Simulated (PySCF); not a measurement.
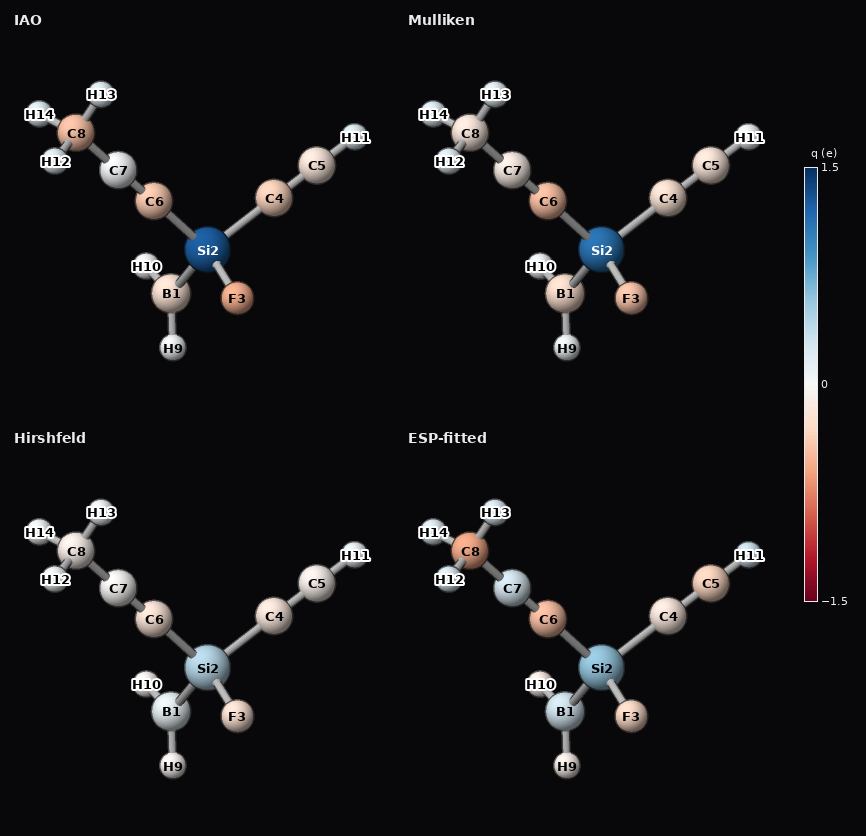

Atomic charges of one calculation by 4 schemes, on one colour scale. The computed structure is the end point of a GFN2-xTB optimisation. No frequency run is at hand to confirm it as a minimum. Method: PBE0/pcSseg-1 (PySCF 2.14.0).

> On which atom do the schemes disagree most?

On Si2 (from 0.41 to 1.24 e).

List the charges (e), one line for each set of equivalent atoms.

| atom | IAO | Mulliken | Hirshfeld | ESP-fitted |
| --- | --- | --- | --- | --- |
| B1 | −0.22 | −0.25 | 0.11 | 0.28 |
| Si2 | 1.24 | 1.11 | 0.41 | 0.57 |
| F3 | −0.53 | −0.41 | −0.21 | −0.29 |
| C4 | −0.33 | −0.21 | −0.16 | −0.16 |
| C5 | −0.18 | −0.18 | −0.08 | −0.32 |
| C6 | −0.39 | −0.45 | −0.19 | −0.45 |
| C7 | 0.03 | −0.11 | −0.01 | 0.25 |
| C8 | −0.44 | −0.16 | −0.09 | −0.56 |
| H9 | 0.05 | 0.06 | −0.04 | −0.09 |
| H10 | 0.04 | 0.06 | −0.04 | −0.12 |
| H11 | 0.20 | 0.07 | 0.10 | 0.30 |
| H12 | 0.18 | 0.16 | 0.07 | 0.20 |
| H13 | 0.18 | 0.16 | 0.07 | 0.20 |
| H14 | 0.18 | 0.15 | 0.07 | 0.18 |

The geometry is semi-empirical. Around B, Si such bond lengths and angles can be off by a tenth of an ångström or more and by several degrees, and values that hang on the shape move with them.
